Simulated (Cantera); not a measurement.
Feed: 1 mol HMDSO, a varied amount of N2O, held at 975 K and 0.00360 bar.

Cantera equilibrium calculation (NASA polynomials, part measured and part estimated; ideal gas, pure solids and liquids). Candidate condensed phases: C, C6H6, C7H8, C8H18, H2O, Si, SiC, SiO2, Si2N2O, Si3N4; 151 gas species. The feed counts by its element totals alone. Rates play no part.

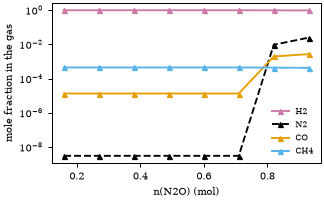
Figure: Equilibrium gas composition (values under 1e-9 drawn at 1e-9)

From 0.16 mol N2O to 0.71 mol N2O the condensed part is C(graphite) + SiC(s) + SiO2(β-quartz) + Si2N2O(s). From 0.82 mol N2O to 0.93 mol N2O the condensed part is C(graphite) + SiO2(β-quartz) + Si2N2O(s).
